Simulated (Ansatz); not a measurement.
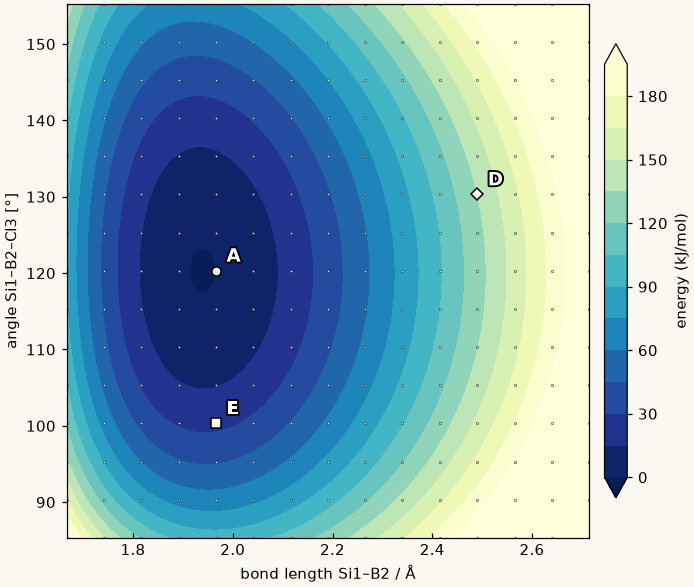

BClH3Si, SMILES [SiH2]BCl, spin multiplicity 2. Coordinates scanned: (1) bond length Si1–B2; (2) angle Si1–B2–Cl3. Nothing is relaxed (all other coordinates rigid). The grid has 15 × 15 points. Points are written as (first, second). Energies: kJ/mol, counted from the lowest grid point. Level of theory: UHF-MP2, frozen core/def2-TZVP in Ansatz.

In the figure: filled contours, dots at the grid points, one colour for all values above the top of the scale, lettered points. Between grid points the surface is interpolated.

Is D the lowest point of the computed grid?

No. D lies 135 kJ/mol above the lowest grid point, which is at (1.966 Å, 120.3°).

What kind of point is each of A, D, E: minimum, saddle, maximum or slope?

A: minimum; D: on a slope; E: on a slope. (In these two coordinates alone; a stationary point may lie a little off the grid point.)
